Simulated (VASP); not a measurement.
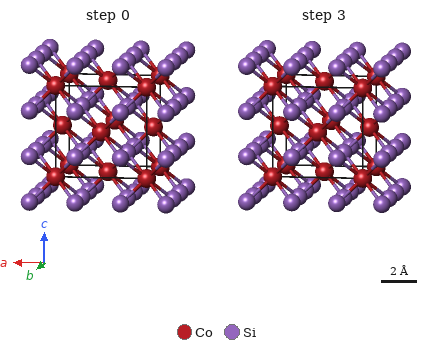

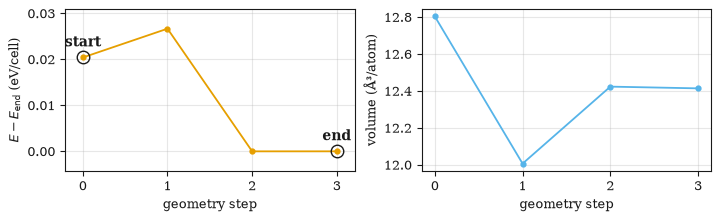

First and last geometry of a relaxation of solid CoSi2 (set up in Fm-3m), with the history of the run. A ball-and-stick model of the conventional cell (4 times the calculation's cell), seen from a free direction. Lengths and directions refer to the drawn axes.

The run lets cell and atoms move.

Level of theory: VASP, Kohn-Sham DFT of a periodic cell, PBE with D3(BJ), VASP PAW PBE potentials, recommended.

The input:
```
ALGO = Normal ; EDIFF = 1E-6
EDIFFG = -0.01 ; ENCUT = 600
GGA = PE ; IBRION = 2
ISIF = 3 ; ISMEAR = 1
IVDW = 12 ; LASPH = True
LCHARG = False ; LREAL = False
LWAVE = False ; NELM = 80
NSW = 90 ; PREC = Accurate
SIGMA = 0.1
```

Launched with:
```bash
cat potpaw_PBE.64/Co/POTCAR potpaw_PBE.64/Si/POTCAR > POTCAR
mpirun -np 1 vasp_std > vasp.out
```

### Read the history and describe the run.

It converged. Over 3 geometry steps the energy falls by 20.4 meV per cell of the calculation. All forces vanish by symmetry, so only the cell relaxes. The pressure goes from −5.50 to 0.07 GPa. No atom moves by more than 0.005 Å relative to the cell. Cell: a = b = c 5.356 → 5.301 Å (−1.0 %). Volume −3.0 %. Near-neighbour distances that change, for instance: Co–Si 2.319 → 2.295 Å. The space group stays Fm-3m (No. 225). At step 1 the optimiser overshot: the energy rose above the start, and later steps came back. It ran on 1 thread of Intel(R) Xeon(R) Platinum 8259CL CPU @ 2.50GHz (Skylake/Cascade Lake), on a shared host.

Limits of the set-up: an element that often carries a moment was run without spin polarisation.
